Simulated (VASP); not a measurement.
Data:

```yaml
crystal:
  lattice:
    - [5.62472, -1.66019, -0.11993]
    - [5.62472, 1.66019, -0.11993]
    - [-0.69664, 0.00000, 5.12953]
  atoms:
    - { symbol: Mg, position: [0.61550, 0.61550, 0.28541] }
    - { symbol: Mg, position: [0.38450, 0.38450, 0.71459] }
    - { symbol: Sb, position: [0.87446, 0.87446, 0.21842] }
    - { symbol: Sb, position: [0.12554, 0.12554, 0.78158] }
```

Level of theory: PBEsol GGA, VASP's PBE PAW potentials (set 64) (plane waves; VASP). Run with 400 eV cut-off, 11×11×7 Γ-centred mesh, tetrahedra with Blöchl corrections, potentials Mg Sb.

Unless said otherwise, spin-orbit coupling is left out, though it shifts the bands of the heavy elements here.

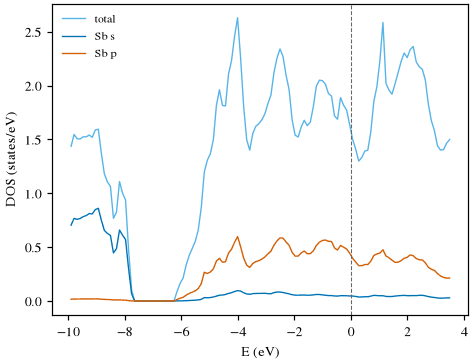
Fig. 1. Total and projected density of states, zero at the Fermi level

Within 2 eV below the Fermi level the largest weight inside VASP's projection spheres is Sb p.

It has no gap at this level: it comes out as a metal or semimetal.

The structure comes from a computed database's MgSb entry (C2/m); how it stands against other phases isn't given here. It was relaxed first.
